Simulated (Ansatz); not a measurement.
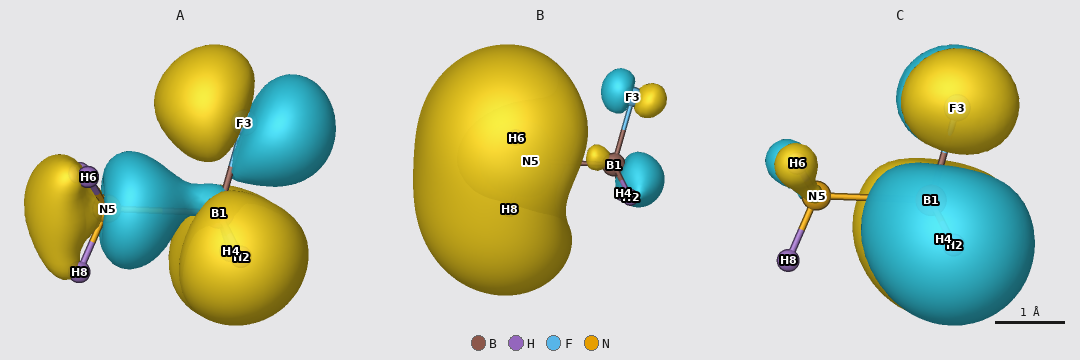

Figure 1: BFH$_{5}$N. Three frontier orbitals at ±0.08 Å⁻³ᐟ² (yellow and cyan are the two phases), in no order.

The calculation used Ansatz 0.2.0, RKS PBE-D4/def2-SVP.

Input file:

```
crystal:
  periodic: [false, false, false]
  atoms:
    - { symbol: B, position_ang: [0.042112, -0.231875, 0.02085] }
    - { symbol: H, position_ang: [-0.103807, -0.514819, 1.18134] }
    - { symbol: F, position_ang: [1.280632, -0.273846, -0.482396] }
    - { symbol: H, position_ang: [-0.884336, -0.010892, -0.744642] }
    - { symbol: "N", position_ang: [-0.028043, 2.254261, 1.17725] }
    - { symbol: H, position_ang: [0.981078, 2.186334, 0.99467] }
    - { symbol: H, position_ang: [-0.496982, 2.443088, 0.282867] }
    - { symbol: H, position_ang: [-0.339355, 1.310448, 1.502361] }
basis:
  gaussian: { orbitals: def2-SVP }
hamiltonian:
  xc: pbe
  dispersion: d4
relax:
  f_tol: 0.03
  max_steps: 50
output:
  orbitals: {}
```

Command:

```sh
ansatz run input.yaml --threads 1 --pin off --max-ram 2048MiB --backend cpu --events-out ev --progress --plain --runs-dir out
```

The fields are those of the run's last geometry, not of the input's.

### Which picture is the HOMO−1, the HOMO and the LUMO?

A is the HOMO−1 (−6.95 eV). Its weight (Hirshfeld) is mainly on F3 (about 45 %), B1 (about 15 %), N5 (about 15 %), H2 (about 10 %) and H4 (about 10 %). C is the HOMO (−5.65 eV). It lies mainly on F3 (about 30 %), B1 (about 25 %), H2 (about 20 %) and H4 (about 20 %). B is the LUMO (−0.39 eV). Its weight (Hirshfeld) is mainly on N5 (about 25 %), H8 (about 25 %), H6 (about 20 %), H7 (about 20 %) and B1 (about 5 %).

### What is the HOMO–LUMO gap?

5.26 eV between the orbital energies.
